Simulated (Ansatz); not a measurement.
# r2SCAN0/cc-pVTZ run of HBr (hydrogen bromide)

What is the vertical ionisation energy of HBr (hydrogen bromide) at r2SCAN0/cc-pVTZ? 

Program for the calculation: Ansatz 0.2.0.

30 further runs of the same task are left out: 30 set aside as unsound or not needed.

### Step 1. The structure to begin with

HBr: 2 atoms, total charge 0, spin state singlet. As SMILES, `Br`. Geometry: relaxed at PBE0-D4/def2-TZVP.

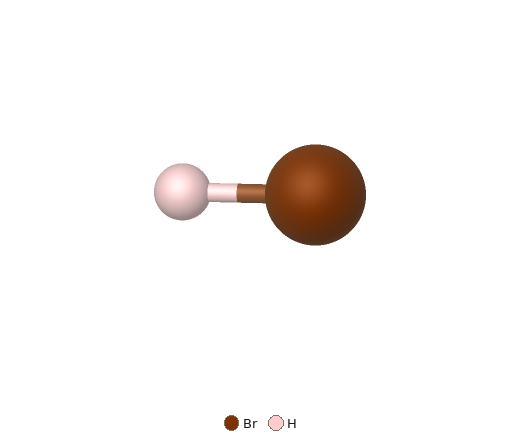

The structure, seen from a chosen angle (bromine brown, hydrogen pink).

### Step 2. A single-point energy at r2SCAN0/cc-pVTZ

input.yaml reads:

```yaml
crystal:
  periodic: [false, false, false]
  atoms:
    - {symbol: Br, position_ang: [-0.603220, 0.217960, -0.305050]}
    - {symbol: H, position_ang: [0.603220, -0.217960, 0.305050]}
basis:
  gaussian:
    orbitals: cc-pVTZ
hamiltonian:
  xc: {name: r2SCAN0}
accuracy: high
output: {orbitals: {seedname: orbitals}}
```

Run with:

```
$ ansatz run input.yaml --threads 1 --pin off --max-ram 3480MiB --events-out events.jsonl --progress --plain --runs-dir runs
```

The program printed:

```text
Warning: RAYON_NUM_THREADS=1 ignored (pool sized by the plan → 1); use --threads N
Functional definition: r2SCAN0
  name "r2SCAN0"
  parameter a = 0.25
  parameter k0 = 0.174
  parameter k1 = 0.065
  parameter a1 = 4.9479
  exchange = (1 - a)*r2scan_x(k0 = k0, k1 = k1, a1 = a1) + a*exact_x
  correlation = r2scan_c
735 factors; integrals over basis functions are off by at most 4.3e-9 eV
mean field evaluation 1: about -70063.4015 eV, gradient 5.7e0 eV
mean field evaluation 2: about -70063.4661 eV, gradient 4.0e0 eV
mean field evaluation 4: about -70063.5024 eV, gradient 1.0e0 eV
mean field evaluation 8: about -70063.5139 eV, gradient 2.0e-3 eV
mean field evaluation 16: about -70063.5139 eV, gradient 1.3e-8 eV
mean field -70063.51392101 eV, -2574.7866458416 hartree, gradient 1.2e-8 eV, S^2 0.000000; 0 other end points of the search recorded, 0 dependent functions left out
reference -70063.51392135 eV, -2574.7866458542 hartree; 18, 18 occupied and 39, 39 virtual orbitals, 735 factors
Total energy: -70063.51392135 eV, -2574.7866458542 hartree
```

Wall time 3.9 s (1 thread of Arm Neoverse V2, shared host); peak memory 0.13 GiB.

### Step 3. The doublet cation, same level

in.yaml reads:

```yaml
crystal:
  periodic: [false, false, false]
  atoms:
    - {symbol: Br, position_ang: [-0.603220, 0.217960, -0.305050]}
    - {symbol: H, position_ang: [0.603220, -0.217960, 0.305050]}
basis:
  gaussian:
    orbitals: cc-pVTZ
accuracy: high
magnetization:
  spin_polarized: true
  initial_magnetization: 1
total_charge: 1
output:
  orbitals: {seedname: orbitals}
hamiltonian:
  xc: {name: r2SCAN0}
```

Run with:

```
$ ansatz run in.yaml --threads 1 --pin off --max-ram 3480MiB --events-out events.jsonl --progress --plain --runs-dir runs
```

The program printed:

```text
Warning: RAYON_NUM_THREADS=1 ignored (pool sized by the plan → 1); use --threads N
[... 8 set-up lines as earlier in the session ...]
735 factors; integrals over basis functions are off by at most 4.3e-9 eV
mean field evaluation 1: about -70051.3016 eV, gradient 1.1e1 eV
mean field evaluation 2: about -70051.6205 eV, gradient 7.8e0 eV
mean field evaluation 4: about -70051.7524 eV, gradient 6.4e-1 eV
mean field evaluation 8: about -70051.7633 eV, gradient 9.7e-3 eV
mean field evaluation 16: about -70051.7633 eV, gradient 3.4e-6 eV
mean field -70051.76334665 eV, -2574.3548201988 hartree, gradient 4.7e-8 eV, S^2 0.755456; 0 other end points of the search recorded, 0 dependent functions left out
reference -70051.76334790 eV, -2574.3548202448 hartree; 18, 17 occupied and 39, 40 virtual orbitals, 735 factors
Total energy: -70051.76334790 eV, -2574.3548202448 hartree
```

Run time: 6.6 s. Hardware: 1 thread of Arm Neoverse V2, shared host; peak memory 0.2 GiB.

### Step 4. Summary of results

Level: r2SCAN0/cc-pVTZ.

| quantity | value |
| --- | --- |
| singlet HBr: total energy | -2574.78665 Eh |
| singlet HBr: HOMO energy | -8.98 eV |
| singlet HBr: LUMO energy | 0.09 eV |
| singlet HBr: HOMO–LUMO gap | 9.07 eV |
| doublet cation: total energy | -2574.35482 Eh |
| doublet cation: HOMO energy (highest over α and β) | -17.85 eV |
| doublet cation: LUMO energy (lowest over α and β) | -14.35 eV |
| doublet cation: ⟨S²⟩ | 0.755 |
| vertical ionisation energy (to the doublet cation) | 11.751 eV |

What this shows: The vertical ionisation energy comes to 11.75 eV (271 kcal/mol). The negative HOMO energy of the first species, 8.98 eV, lies 2.77 eV below that difference.
